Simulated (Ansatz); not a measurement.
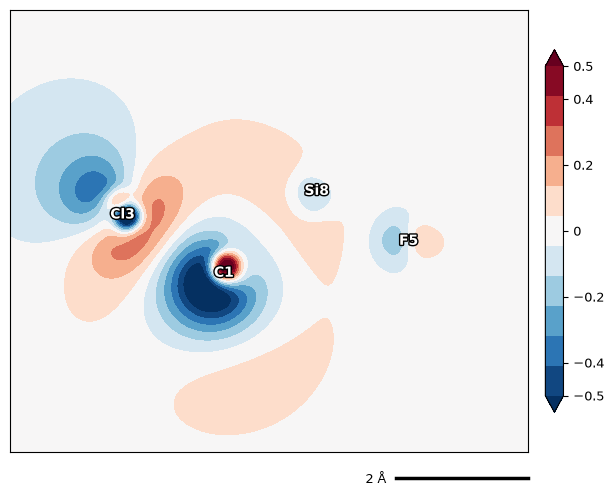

The picture shows: CCl3F3Si. One frontier orbital on the plane of atoms C1, Si8 and F5 (values in Å⁻³ᐟ²; the overall sign is arbitrary).

Geometry: PBE0-D4/def2-SVP.

Level of theory: isolated molecule in a Gaussian basis; Kohn-Sham density functional theory, functional PBE0 in Ansatz 0.2.0.

Input file:

```
crystal:
  periodic: [false, false, false]
  atoms:
    - {symbol: C, position_ang: [-1.106650, -0.172971, -1.598895]}
    - {symbol: Cl, position_ang: [-0.116556, 1.264369, -1.266462]}
    - {symbol: Cl, position_ang: [-0.071419, -1.549736, -2.034267]}
    - {symbol: Cl, position_ang: [-2.267830, 0.163666, -2.900857]}
    - {symbol: F, position_ang: [-3.008422, 0.599446, 0.384912]}
    - {symbol: F, position_ang: [-1.056952, -0.923665, 1.154886]}
    - {symbol: F, position_ang: [-2.968907, -1.901398, -0.297444]}
    - {symbol: Si, position_ang: [-2.067162, -0.614319, -0.037262]}
basis:
  gaussian:
    orbitals: def2-SVPD
total_charge: 0
magnetization:
  spin_polarized: false
  initial_magnetization: 0
hamiltonian:
  xc: pbe0
output:
  forces: true
  orbitals: {seedname: orbitals}
```

Launched as:

```sh
ansatz run input.yaml --threads 2 --pin off --max-ram 6090MiB --events-out events.jsonl --progress --plain --runs-dir runs
```

### Which orbital is it: HOMO or LUMO?

The LUMO, at −1.54 eV. By Hirshfeld shares it lies mainly on Cl2 (about 25 %), Cl3 (about 25 %), Cl4 (about 25 %) and C1 (about 25 %).
